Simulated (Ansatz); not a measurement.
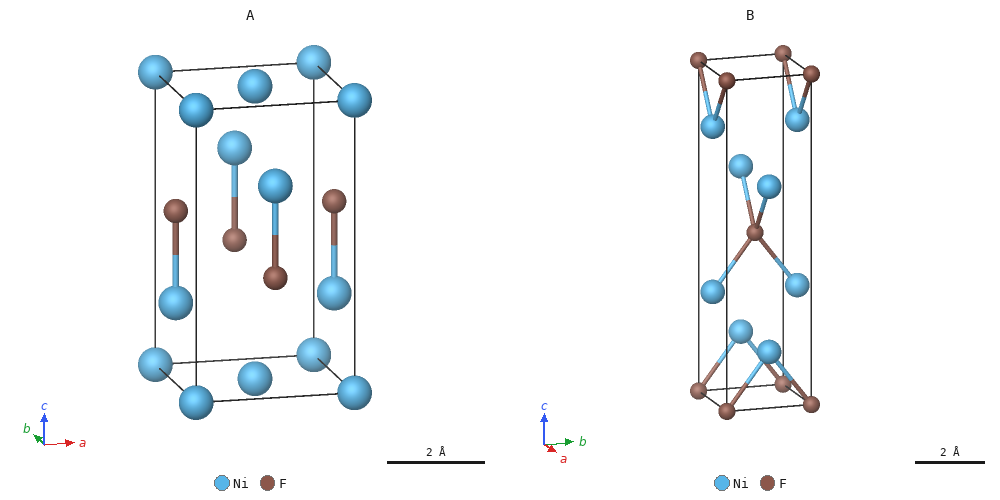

Two structures of Ni2F, each relaxed to rest (conventional cells in solid outline, small ones repeated, not to one scale). Method: DFT PBE, scalar-relativistic, plane waves, PAW in Ansatz, with collinear spins.

**What structure does each panel show?**

A: 6 atoms a cell on a primitive tetragonal lattice, P4/nmm. B: 6 atoms a cell on a primitive tetragonal lattice, P4_2/nmc.

**Which has the lower energy, and by how much?**

B is lower, by 183 meV/atom at this level of theory (energies at zero smearing). Volumes: A 11.8, B 11.2 Å³/atom.

One or both may be structure types tried for this composition rather than known phases.
